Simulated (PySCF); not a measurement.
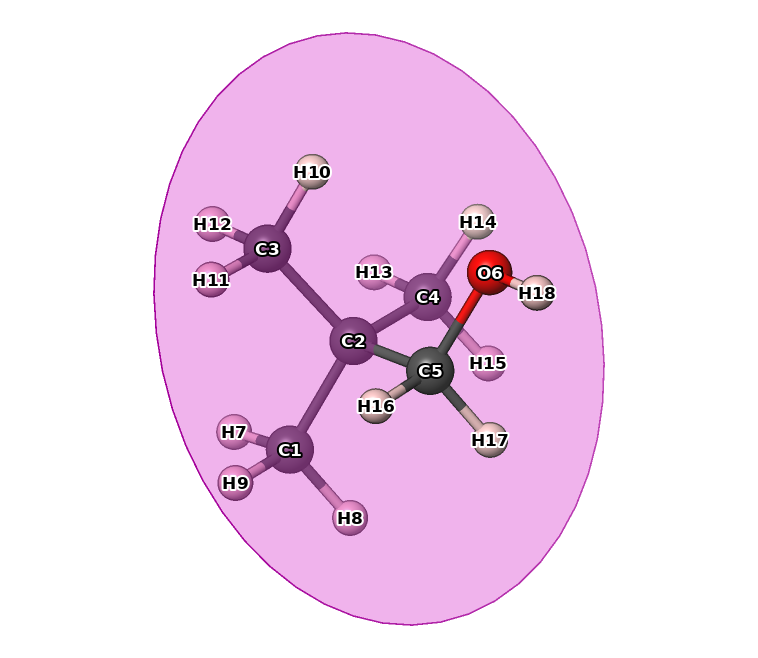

A disc through the centre of mass is drawn in. Atoms fade into the background with distance from the viewer. The geometry was computed by an optimisation with PBE0-D3(BJ)/def2-SVP. No frequency run is at hand to confirm it as a minimum.

Is the plane of the disc a mirror plane of the structure?

No. The point group is Cs, with 1 mirror plane, and this plane isn't one of its mirror planes.
